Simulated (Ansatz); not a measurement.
# revPBE/aug-cc-pVDZ run of GeCl2 (SMILES Cl[Ge]Cl)

What is the electronic atomisation energy of GeCl2 at revPBE/aug-cc-pVDZ? 

The results are computed with Ansatz 0.2.0.

36 further runs of the same task are left out: 36 set aside as unsound or not needed.

## Step 1: The system as given

GeCl2: 3 atoms, total charge 0, spin state singlet. As SMILES, `Cl[Ge]Cl`. The shape is that of a PBE0-D4/def2-TZVP optimisation.

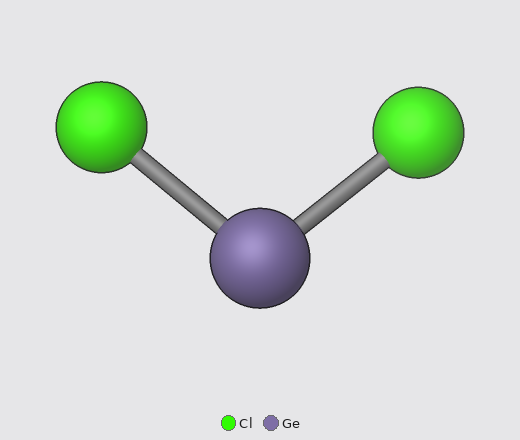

Viewed from a chosen angle; chlorine green, germanium purple.

## Step 2: A single-point energy at revPBE/aug-cc-pVDZ

run.yaml

```yaml
crystal:
  periodic: [false, false, false]
  atoms:
    - {symbol: Cl, position_ang: [-0.065420, -1.681680, 0.422740]}
    - {symbol: Ge, position_ang: [-0.421210, 0.067170, -0.832020]}
    - {symbol: Cl, position_ang: [0.486630, 1.614500, 0.409270]}
basis:
  gaussian:
    orbitals: aug-cc-pVDZ
output: {orbitals: {seedname: orbitals}}
hamiltonian:
  xc: {name: revPBE}
accuracy: high
```

Run with:

```console
$ ansatz run run.yaml --threads 1 --pin off --max-ram 3480MiB --events-out events.jsonl --progress --plain --runs-dir runs
```

Log:

```text
Warning: RAYON_NUM_THREADS=1 ignored (pool sized by the plan → 1); use --threads N
Functional definition: revPBE
  name "revPBE"
  parameter kappa = 1.245
  parameter beta = 0.06672455060314922
  exchange = pbe_x(kappa = kappa, mu = beta*pi^2/3)
  correlation = pbe_c(beta = beta)
1751 factors; integrals over basis functions are off by at most 4.4e-9 eV
mean field evaluation 1: about -81555.4467 eV, gradient 2.0e1 eV
mean field evaluation 2: about -81551.8605 eV, gradient 3.9e1 eV
mean field evaluation 4: about -81556.5746 eV, gradient 1.2e0 eV
mean field evaluation 8: about -81556.5829 eV, gradient 1.2e-2 eV
mean field evaluation 16: about -81556.5829 eV, gradient 6.9e-7 eV
mean field -81556.58290591 eV, -2997.1491407547 hartree, gradient 2.0e-8 eV, S^2 0.000000; 0 other end points of the search recorded, 0 dependent functions left out
reference -81556.58291073 eV, -2997.1491409319 hartree; 33, 33 occupied and 57, 57 virtual orbitals, 1751 factors
Total energy: -81556.58291073 eV, -2997.1491409319 hartree
```

Run time: 6 s. Hardware: 1 thread of Arm Neoverse V2, shared host; peak memory 0.21 GiB.

## Step 3: The Cl atom

run.yaml

```yaml
crystal:
  periodic: [false, false, false]
  atoms:
    - symbol: Cl
      position_ang: [0.000000, 0.000000, 0.000000]
basis:
  gaussian:
    orbitals: aug-cc-pVDZ
total_charge: 0
magnetization:
  spin_polarized: true
  initial_magnetization: 1
hamiltonian:
  xc: {name: revPBE}
accuracy: high
```

Run the same way, it converges to -460.06019 Eh (log not shown).

## Step 4: The Ge atom

in.yaml

```yaml
crystal:
  periodic: [false, false, false]
  atoms:
    - {symbol: Ge, position_ang: [0.000000, 0.000000, 0.000000]}
basis:
  gaussian: {orbitals: aug-cc-pVDZ}
magnetization: {spin_polarized: true, initial_magnetization: 2}
hamiltonian: {xc: {name: revPBE}}
accuracy: high
```

Run the same way, it converges to -2076.73420 Eh (log not shown).

## Step 5: What came out

Level: revPBE/aug-cc-pVDZ.

| quantity | value |
| --- | --- |
| molecule: total energy | -2997.14914 Eh |
| molecule: HOMO energy | -7.05 eV |
| molecule: LUMO energy | -3.81 eV |
| molecule: HOMO–LUMO gap | 3.24 eV |
| Cl atom: total energy | -460.06019 Eh |
| Cl atom: ⟨S²⟩ | 0.752 |
| Ge atom: total energy | -2076.73420 Eh |
| Ge atom: ⟨S²⟩ | 2.002 |
| electronic atomisation energy | 8.015 eV |

What this shows: Taking the molecule apart into free atoms costs 8.02 eV (185 kcal/mol), before zero-point energy and without spin-orbit coupling.
